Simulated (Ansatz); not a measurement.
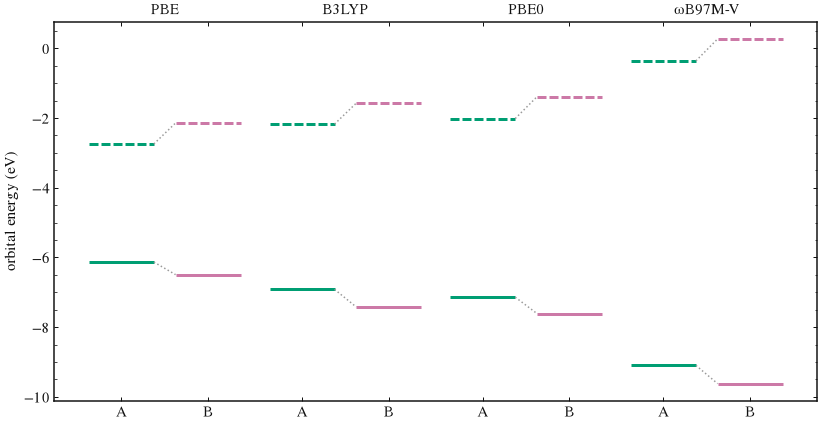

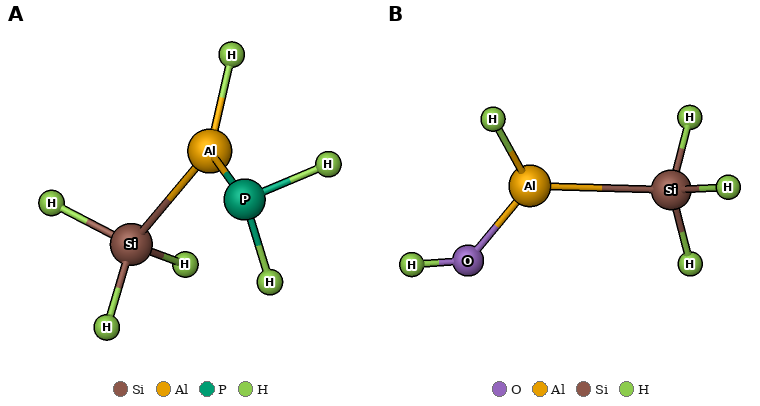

One change: A, AlSiPH₆ (SMILES [SiH3][AlH][PH2]), becomes B, AlSiH₅O (SMILES [OH][AlH][SiH3]). PH₂ on Al is replaced by OH. HOMO (solid) and LUMO (dashed) computed in def2-TZVPP at PBE0-D4/def2-TZVP geometries, both minima by their frequencies, gas phase, the Ansatz code 0.2.0. Empty levels above zero depend strongly on the basis.

### What does the change do to HOMO and LUMO?

PBE: the HOMO falls by 0.36 eV, the LUMO rises by 0.60 eV, and the separation goes from 3.39 to 4.35 eV. B3LYP: the HOMO falls by 0.51 eV, the LUMO rises by 0.60 eV, and the separation goes from 4.74 to 5.85 eV. PBE0: the HOMO falls by 0.47 eV, the LUMO rises by 0.62 eV, and the separation goes from 5.12 to 6.22 eV. ωB97M-V: the HOMO falls by 0.52 eV, the LUMO rises by 0.63 eV, and the separation goes from 8.74 to 9.89 eV.

### Do the functionals agree on the effect?

They agree on the direction for both levels; the HOMO shift lies between −0.52 and −0.36 eV and the LUMO shift between 0.60 and 0.63 eV, while the separations themselves differ by up to 5.5 eV between functionals.
